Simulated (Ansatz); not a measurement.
# O2 (oxygen): levels of theory compared

Wanted: a comparison of 6 runs (U-wB97M-V/STO-3G, U-wB97X/STO-3G, UB2PLYP/STO-3G, UBHLYP/STO-3G, UPBE0/STO-3G, RPA@PBE/STO-3G) of O2 (oxygen). 

The calculation is run with Ansatz 0.2.0.

35 further runs of the same task are left out: 14 that didn't finish, 21 set aside as unsound or not needed.

### 1 The system as given

O2 has 2 atoms, charge 0, and is taken as a triplet. As SMILES, `O=O`. The O2–O1 distance was set to 1.491 Å, away from the relaxed value.

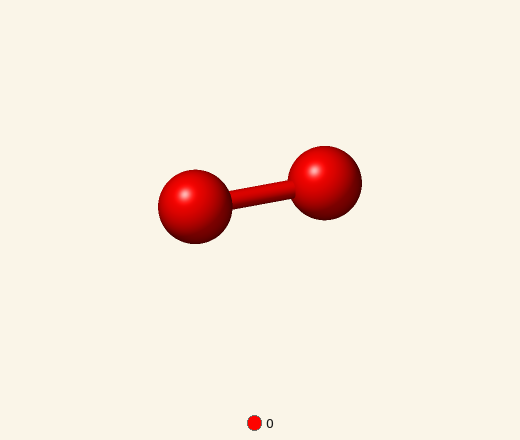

Viewed from a chosen angle; oxygen red.

### 2 A single-point energy at U-wB97M-V/STO-3G (run 1)

Contents of input.yaml:

```yaml
crystal:
  periodic: [false, false, false]
  atoms:
    - {symbol: O, position_ang: [0.764318, -0.247273, 0.393672]}
    - {symbol: O, position_ang: [-0.509550, 0.164850, -0.262450]}
basis:
  gaussian: {orbitals: STO-3G}
magnetization: {spin_polarized: true, initial_magnetization: 2}
hamiltonian: {xc: {name: wB97M-V}}
accuracy: high
```

Command:

```sh
ansatz run input.yaml --threads 1 --pin off --max-ram 3480MiB --events-out events.jsonl --progress --plain --runs-dir runs
```

The program printed:

```text
Warning: RAYON_NUM_THREADS=1 ignored (pool sized by the plan → 1); use --threads N
Functional definition: wB97M-V
  name "wB97M-V"
  parameter omega = 0.3/bohr
  parameter cx = 0.15
  parameter cx01 = 1.007
  parameter cx10 = 0.259
  parameter css00 = 0.443
  parameter css04 = -1.437
  parameter css10 = -4.535
  parameter css20 = -3.390
  parameter css43 = 4.278
  parameter cos00 = 1.000
  parameter cos10 = 1.358
  parameter cos20 = 2.924
  parameter cos21 = -8.812
  parameter cos60 = -1.390
  parameter cos61 = 9.142
  parameter b = 6.0
  parameter c = 0.01
  gx(w, u) = 1 - cx + cx01*u + cx10*w
  gss(w, u) = css00 + css04*u^4 + css10*w + css20*w^2 + css43*w^4*u^3
  gos(w, u) = cos00 + cos10*w + (cos20 + cos21*u)*w^2 + (cos60 + cos61*u)*w^6
  exchange = spin_sum(e_x_unif_sr(omega)*gx(b97_w, b97_u_x)) + cx*exact_x_sr(omega) + exact_x_lr(omega)
  correlation = spin_sum(e_c_pw_mod_same_spin*gss(b97_w, b97_u_same))
      + integral(e_c_pw_mod_opposite_spin*gos(b97_w_opposite, b97_u_opposite)) + vv10(b, c)
149 factors; integrals over basis functions are off by at most 4.5e-8 eV
83 factors; integrals over basis functions are off by at most 5.7e-10 eV
mean field evaluation 1: about -4033.6743 eV, gradient 4.0e0 eV
mean field evaluation 2: about -4033.7977 eV, gradient 3.7e-1 eV
mean field evaluation 4: about -4033.7646 eV, gradient 1.8e-1 eV
mean field evaluation 8: about -4033.7649 eV, gradient 9.8e-4 eV
mean field evaluation 16: about -4032.9716 eV, gradient 2.9e0 eV
mean field -4033.76488309 eV, -148.2381252694 hartree, gradient 1.6e-8 eV, S^2 2.000289; 1 other end points of the search recorded, 0 dependent functions left out
reference -4033.76488374 eV, -148.2381252935 hartree; 9, 7 occupied and 1, 3 virtual orbitals, 149 factors
Total energy: -4033.76488374 eV, -148.2381252935 hartree
```

Run time: 5.7 s. Hardware: 1 thread of Arm Neoverse V1, shared host; peak memory 0.25 GiB.

### 3 A single-point energy at U-wB97X/STO-3G (run 2)

Contents of job.yaml:

```yaml
basis:
  gaussian:
    orbitals: STO-3G
crystal:
  periodic: [false, false, false]
  atoms:
    - {symbol: O, position_ang: [0.764318, -0.247273, 0.393672]}
    - {symbol: O, position_ang: [-0.509550, 0.164850, -0.262450]}
magnetization:
  spin_polarized: true
  initial_magnetization: 2
hamiltonian:
  xc: {name: wB97X}
accuracy: high
```

Command:

```sh
ansatz run job.yaml --threads 1 --pin off --max-ram 3480MiB --events-out events.jsonl --progress --plain --runs-dir runs
```

The program printed, cut to the lines that bear on the results:

```text
Warning: RAYON_NUM_THREADS=1 ignored (pool sized by the plan → 1); use --threads N
Functional definition: wB97X
  name "wB97X"
[...]
      + exact_x_lr(omega)
[...]
      + integral(e_c_pw_opposite_spin*poly(b97_u_opposite, 1, cos1, cos2, cos3, cos4))
149 factors; integrals over basis functions are off by at most 4.5e-8 eV
83 factors; integrals over basis functions are off by at most 5.7e-10 eV
[...]
mean field -4033.20758746 eV, -148.2176450328 hartree, gradient 1.8e-9 eV, S^2 2.000522; 1 other end points of the search recorded, 0 dependent functions left out
reference -4033.20758704 eV, -148.2176450173 hartree; 9, 7 occupied and 1, 3 virtual orbitals, 149 factors
Total energy: -4033.20758704 eV, -148.2176450173 hartree
```

Run time: 2.5 s. Hardware: 1 thread of Arm Neoverse V1, shared host; peak memory 0.21 GiB.

Runs 3 to 5 aren't shown in full; the table further down has their settings and results.

### 4 The energy at RPA@PBE/STO-3G (run 6)

Contents of job.yaml:

```yaml
crystal:
  periodic: [false, false, false]
  atoms:
    - symbol: O
      position_ang: [0.764318, -0.247273, 0.393672]
    - symbol: O
      position_ang: [-0.509550, 0.164850, -0.262450]
basis:
  gaussian: {orbitals: STO-3G}
accuracy: high
magnetization: {spin_polarized: true, initial_magnetization: 2}
hamiltonian: {xc: {name: PBE}}
correlation: {method: rpa, frozen_orbitals: {O: 1}}
```

Command:

```sh
ansatz run job.yaml --threads 1 --pin off --max-ram 3480MiB --events-out events.jsonl --progress --plain --runs-dir runs
```

The program printed:

```text
Warning: RAYON_NUM_THREADS=1 ignored (pool sized by the plan → 1); use --threads N
Functional definition: PBE
  name "PBE"
  parameter kappa = 0.804
  parameter beta = 0.06672455060314922
  exchange = pbe_x(kappa = kappa, mu = beta*pi^2/3)
  correlation = pbe_c(beta = beta)
149 factors; integrals over basis functions are off by at most 4.5e-8 eV
mean field evaluation 1: about -4030.4034 eV, gradient 3.5e0 eV
mean field evaluation 2: about -4030.3423 eV, gradient 3.7e0 eV
mean field evaluation 4: about -4030.4554 eV, gradient 1.3e-2 eV
mean field evaluation 8: about -4030.4549 eV, gradient 2.8e-6 eV
mean field -4030.45493132 eV, -148.1164867856 hartree, gradient 1.0e-9 eV, S^2 2.000242; 0 other end points of the search recorded, 0 dependent functions left out
2 core orbitals not correlated: weight in the atoms' cores, before any rotation towards them, 1.000 or more for the frozen orbitals, at most 0.000 for the correlated occupied ones
reference -4014.27673126 eV, -147.5219488993 hartree; 7, 5 occupied and 1, 3 virtual orbitals, 149 factors
Total energy: -4021.64508629 eV, -147.7927309522 hartree
```

It took 0.62 s on 1 thread of Arm Neoverse V1, shared host; peak memory 0.091 GiB.

### 5 The series

```csv
run,level,frozen core orbitals,energy (Eh),⟨S²⟩,wall time
1,U-wB97M-V/STO-3G,–,-148.238125,2.000,5.7 s
2,U-wB97X/STO-3G,–,-148.217645,2.001,2.5 s
3,UB2PLYP/STO-3G,2,-148.049059,2.001,1.2 s
4,UBHLYP/STO-3G,–,-148.167848,2.001,1.1 s
5,UPBE0/STO-3G,–,-148.105310,2.001,0.54 s
6,RPA@PBE/STO-3G,2,-147.792731,2.000,0.62 s
```

### 6 Summary of results

| quantity | value |
| --- | --- |
| run 6: total energy | -147.79273 Eh |
| run 6: RPA correlation energy (valence) | -270.8 mEh |
| run 6: ⟨S²⟩ of the reference determinant | 2.000 |

**Reading.** Totals of different functionals can't be ranked against each other. In runs 1, 2, 3, 4, 5, 6 the basis is minimal, so the values are rough. All runs together took 12 s, the longest 5.7 s.
